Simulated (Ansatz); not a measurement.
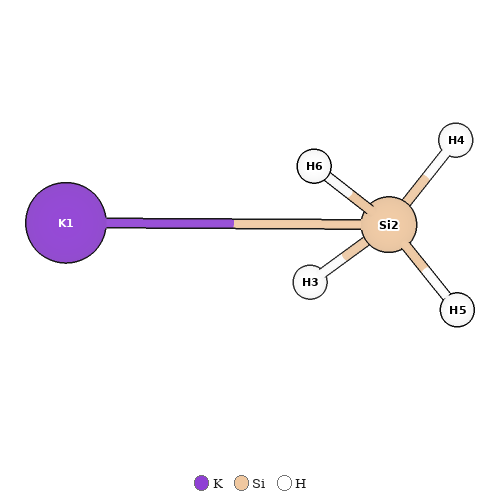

The system is H₄KSi, charge +1; the picture shows the reference structure. 
- First axis: separation of Si2 and K1 along their line in the relaxed pair. Second axis: sideways slip of K1.
- Nothing is relaxed (both partners rigid).
- Grid: 9 × 9 points.
- Points are written as (first, second).
- All energies are given in meV relative to the ion and the molecule far apart, frozen as in the relaxed pair, each in its own basis (no counterpoise correction).
- Computed with RKS r2SCAN0-D4/def2-TZVPD (Ansatz).

Its coordinates:

```
atom    x (Å)    y (Å)    z (Å)
   K  -0.0859  -0.1215  -3.1467
  Si   0.0184   0.0260   0.6728
   H  -0.0714  -1.1886  -0.1885
   H   1.2710  -0.0124   1.4408
   H  -1.1901   0.1252   1.5035
   H   0.0581   1.1713  -0.2820
```

Range: separation of Si2 and K1 along their line in the relaxed pair from 3.212 to 4.612 Å; sideways slip of K1 from −2.20 to 2.20 Å.

**Predict the map.**

The lowest grid point is at (3.567 Å, 0.00 Å), −242 meV from the ion and the molecule far apart, frozen as in the relaxed pair, each in its own basis (no counterpoise correction). No other kind of well shows on this grid. The highest grid point, (4.612 Å, 2.20 Å), lies 149 meV above the lowest. Round the minimum the two coordinates are nearly uncoupled.

| second ↓, first → | 3.212 | 3.288 | 3.413 | 3.567 | 3.742 | 3.937 | 4.148 | 4.373 | 4.612 |
| --- | --- | --- | --- | --- | --- | --- | --- | --- | --- |
| 2.20 | −186 | −182 | −174 | −162 | −149 | −135 | −120 | −107 | −94 |
| 1.65 | −209 | −207 | −208 | −203 | −188 | −169 | −150 | −131 | −113 |
| 1.10 | −219 | −225 | −227 | −223 | −221 | −202 | −178 | −154 | −132 |
| 0.55 | −193 | −216 | −235 | −238 | −232 | −224 | −198 | −171 | −145 |
| 0.00 | −173 | −205 | −234 | −242 | −236 | −231 | −206 | −177 | −150 |
| −0.55 | −193 | −216 | −235 | −238 | −232 | −224 | −198 | −171 | −145 |
| −1.10 | −219 | −225 | −227 | −223 | −221 | −202 | −178 | −154 | −132 |
| −1.65 | −209 | −208 | −208 | −203 | −188 | −170 | −150 | −131 | −114 |
| −2.20 | −187 | −183 | −174 | −162 | −149 | −135 | −120 | −107 | −94 |

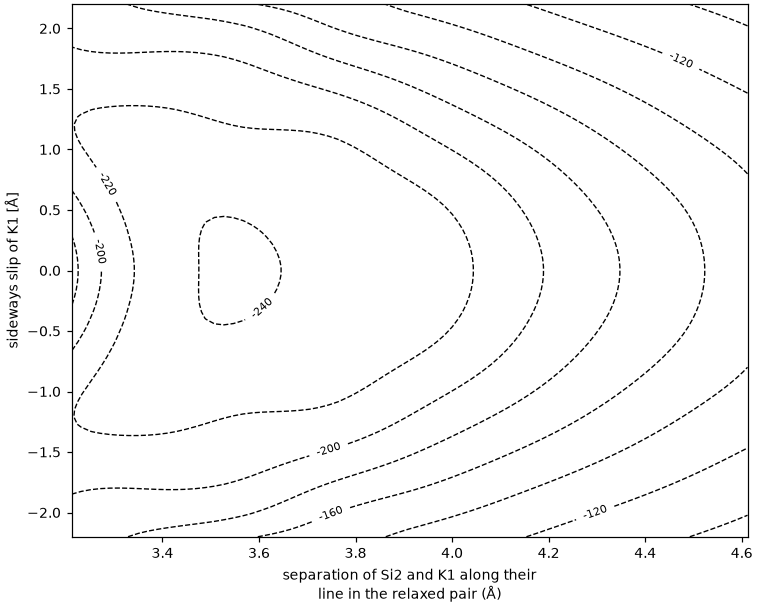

In the figure: contour lines labelled in meV. Between grid points the surface is interpolated.

The whole map (81 points run) took 8.4 min on 1 thread of Arm Neoverse V2 (shared host).
